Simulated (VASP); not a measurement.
Band structure of Te2Pt. Computed with PBE GGA, VASP's PBE PAW potentials (set 64) (plane waves; VASP).

The cell holds a wide vacuum, so values per volume refer to the whole cell. Unless said otherwise, spin-orbit coupling is left out, though it shifts the bands of the heavy elements here.

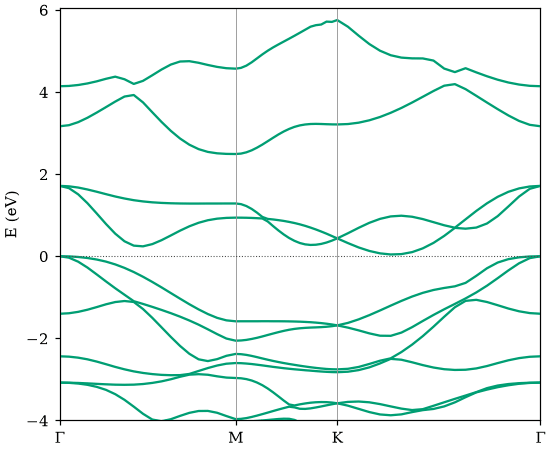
Fig. 1. Bands along high-symmetry lines, zero at the valence-band maximum or, without a gap, the Fermi level

Question: Read the plot: is there a gap, and where are the band edges?

Answer: The gap is indirect, 0.04 eV, from the valence maximum at Γ to the conduction minimum at K-Γ at 0.26.

The cell is a sheet with vacuum, built from a generated structure.
